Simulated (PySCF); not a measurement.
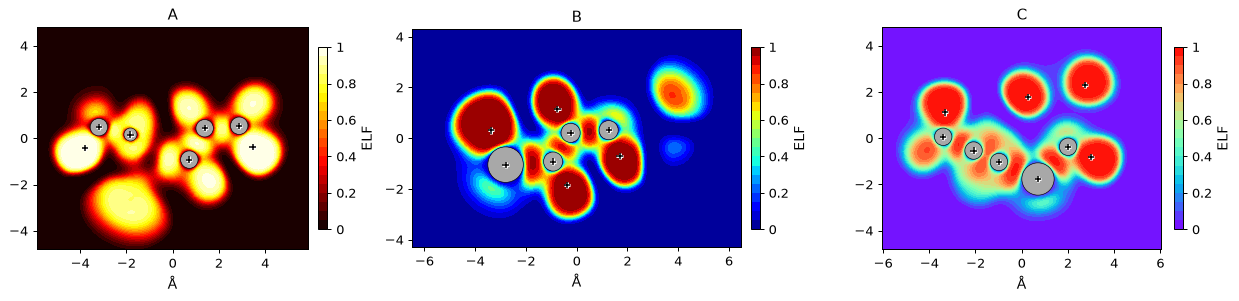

The electron localisation function of 3 systems, each on a plane through atoms (crosses mark nuclei in the plane; grey discs cover the cores).

Level of theory: PySCF 2.14.0, PBE0/pcSseg-1, SCF density, gas phase, non-relativistic.

System 1: C₇H₁₁ClSi, the plane of atoms Si4, C6 and H15. Geometry: GFN2-xTB.

```
atom    x (Å)    y (Å)    z (Å)
   C   3.1518   1.5329   1.0477
   C   2.3621   0.4162   0.5859
   C   1.7049  -0.5145   0.1914
  Si   0.6604  -1.9224  -0.3785
  Cl   0.1451  -3.0320   1.2449
   C  -0.9235  -1.2474  -1.2037
   C  -1.7660  -0.4155  -0.2650
   C  -2.6620   0.6567  -0.8071
   C  -1.4278   1.0254  -0.0391
   H   2.5406   2.4347   1.0752
   H   3.5310   1.3314   2.0490
   H   3.9941   1.6960   0.3759
   H   1.4150  -2.7786  -1.2960
   H  -0.6495  -0.6418  -2.0687
   H  -1.5265  -2.0770  -1.5827
   H  -2.1338  -0.9668   0.5924
   H  -2.6632   0.8263  -1.8735
   H  -3.6241   0.8138  -0.3433
   H  -0.5936   1.4380  -0.5861
   H  -1.5403   1.4353   0.9528
```

System 2: C₅H₁₁ClOSi, the plane of atoms C6, C7 and H16. Geometry: GFN2-xTB.

```xyz
19

C     3.2197   -0.0823   -0.6024
O     1.8759    0.1890   -0.3129
Si    1.1197    0.2711    1.1155
Cl    2.1087    1.5478    2.3430
C    -0.6000    0.9308    0.6749
C    -1.3391    0.0118   -0.2679
C    -2.8364   -0.0351   -0.2550
C    -2.0428   -1.1946    0.2704
H     3.8811    0.5151    0.0281
H     3.3921    0.1669   -1.6494
H     3.4368   -1.1397   -0.4392
H     1.1053   -1.0192    1.8040
H    -0.5247    1.9223    0.2214
H    -1.1820    1.0500    1.5893
H    -0.8524   -0.0955   -1.2288
H    -3.3583    0.5847    0.4585
H    -3.3610   -0.1530   -1.1909
H    -2.0241   -2.1081   -0.3038
H    -2.0284   -1.3527    1.3381
```

System 3: C₇H₁₄F₂Si, the plane of atoms C2, C3 and H15. Geometry: GFN2-xTB.

```xyz
24

C     0.0194   -1.9400    0.7397
C     0.1059   -0.6523   -0.0824
C     1.4187    0.0212    0.1971
C     2.3761    0.2338   -0.6950
Si    4.0294    1.0457   -0.3305
C    -1.0323    0.3284    0.2524
C    -2.4155   -0.1100   -0.2250
C    -3.4561    0.9977   -0.1760
F    -2.8694   -1.1667    0.5180
F    -2.3458   -0.6002   -1.5009
H     0.0304   -1.7131    1.8042
H    -0.8887   -2.4900    0.5120
H     0.8721   -2.5766    0.5131
H     0.0495   -0.9016   -1.1469
H     1.5594    0.3262    1.2269
H     2.1976   -0.0904   -1.7148
H     4.1623    2.2497   -1.1565
H     5.1088    0.1107   -0.6586
H     4.0929    1.4066    1.0866
H    -0.8145    1.2892   -0.2187
H    -1.0882    0.4759    1.3325
H    -4.4223    0.5927   -0.4679
H    -3.5226    1.3920    0.8334
H    -3.1789    1.7907   -0.8637
```

Q: Which map belongs to which system?

A: Panel A is system 2, C₅H₁₁ClOSi: the plane holds C, O and H. C–O (1.40 Å): the ELF peaks at about 0.90 between the atoms (a polar covalent bond). Panel B is system 3, C₇H₁₄F₂Si: the plane holds C, Si and H. C–C (1.33 Å): the ELF peaks at about 0.90 between the atoms: a multiple bond. Panel C is system 1, C₇H₁₁ClSi: the plane holds C, Si and H. C–C (1.21 Å): the ELF peaks at about 0.85 between the atoms: a short, multiple covalent bond.
